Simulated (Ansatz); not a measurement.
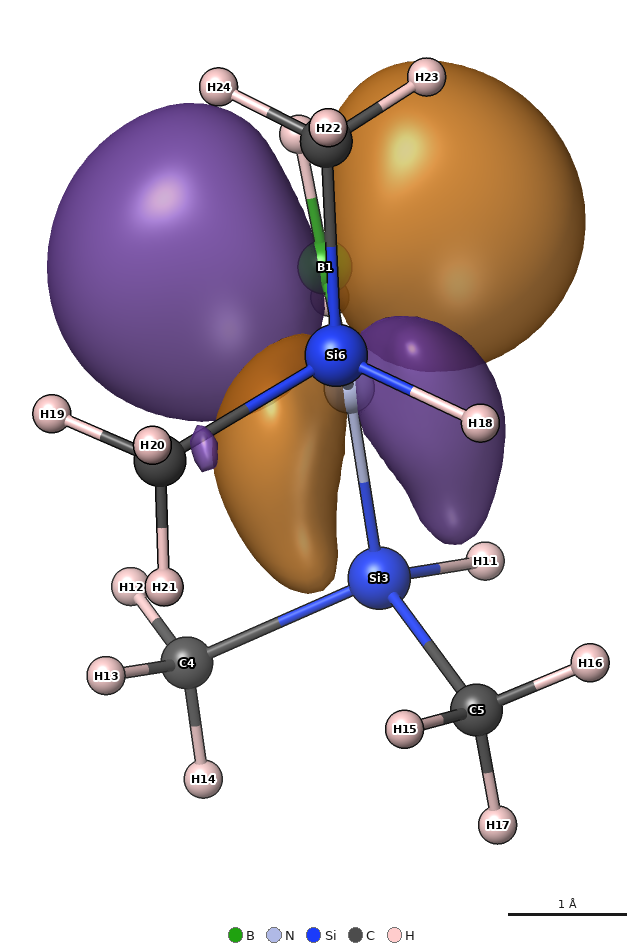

The picture shows: C4H16BNSi2. One frontier orbital at ±0.1 Å⁻³ᐟ² (orange and purple are the two phases), seen at an oblique angle.

Geometry: PBE0-D4/def2-TZVP.

Theory: Ansatz 0.2.0, RKS PBE0-D4/def2-TZVPP.

The calculation's input:

```
crystal:
  periodic: [false, false, false]
  atoms:
    - {symbol: B, position_ang: [-1.815586, -1.032561, 0.822958]}
    - {symbol: N, position_ang: [-0.551164, -0.648015, 0.344203]}
    - {symbol: Si, position_ang: [0.670361, -0.331679, 1.581606]}
    - {symbol: C, position_ang: [0.366001, 1.339070, 2.354307]}
    - {symbol: C, position_ang: [2.388008, -0.415524, 0.852540]}
    - {symbol: Si, position_ang: [-0.237877, -0.379634, -1.366744]}
    - {symbol: C, position_ang: [0.082585, 1.438024, -1.663873]}
    - {symbol: C, position_ang: [-1.644031, -0.974442, -2.431827]}
    - {symbol: H, position_ang: [-2.731081, -1.234064, 0.075586]}
    - {symbol: H, position_ang: [-1.985835, -1.156970, 2.007465]}
    - {symbol: H, position_ang: [0.541076, -1.389328, 2.618421]}
    - {symbol: H, position_ang: [-0.633696, 1.383187, 2.792969]}
    - {symbol: H, position_ang: [0.444532, 2.136800, 1.610771]}
    - {symbol: H, position_ang: [1.092430, 1.540937, 3.146259]}
    - {symbol: H, position_ang: [2.561336, 0.344824, 0.087290]}
    - {symbol: H, position_ang: [2.586252, -1.392578, 0.407077]}
    - {symbol: H, position_ang: [3.119608, -0.254671, 1.649677]}
    - {symbol: H, position_ang: [0.990900, -1.142869, -1.726506]}
    - {symbol: H, position_ang: [-0.800490, 2.029540, -1.407086]}
    - {symbol: H, position_ang: [0.317362, 1.619643, -2.716225]}
    - {symbol: H, position_ang: [0.920229, 1.809622, -1.069022]}
    - {symbol: H, position_ang: [-1.361978, -0.859129, -3.482492]}
    - {symbol: H, position_ang: [-1.866164, -2.028517, -2.254532]}
    - {symbol: H, position_ang: [-2.557779, -0.402267, -2.259822]}
basis:
  gaussian: {orbitals: def2-TZVPP}
hamiltonian: {xc: pbe0, dispersion: d4}
output: {orbitals: {seedname: orbitals}}
```

Launched as:

```sh
ansatz run in.yaml --threads 4 --pin off --events-out ev --progress --plain --max-ram 46080MiB --backend cuda --devices 0, --max-vram 37GiB
```

Question: Which orbital is it: HOMO or LUMO?

Answer: The LUMO, at −0.26 eV. It lies mainly on B1 (about 55 %), N2 (about 15 %), H9 (about 10 %) and H10 (about 10 %).
